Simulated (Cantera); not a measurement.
A closed system holds: 1 mol CH4, 0.18 mol O2, at 0.000590 bar.

These are equilibrium values from Cantera (NASA tables, ideal gas, pure condensed phases), not measurements of a reactor. Candidate condensed phases: C, C6H6, C7H8, C8H18, H2O; 131 gas species. Ions and electrons are included (thermal ionisation). The numbers say what is thermodynamically allowed, not how fast it happens.

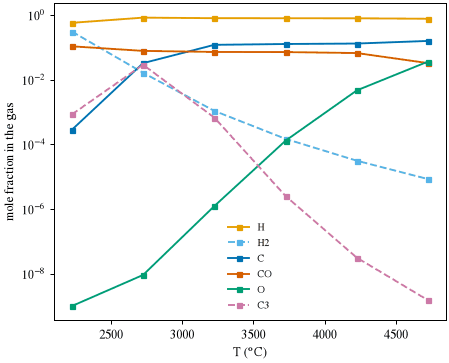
Figure: Equilibrium gas composition (values under 1e-9 drawn at 1e-9)

At 2227 °C the condensed part is C(graphite). From 2727 °C to 4727 °C nothing is condensed. The main C-bearing gas is CO at 2227 °C and C at 4727 °C.
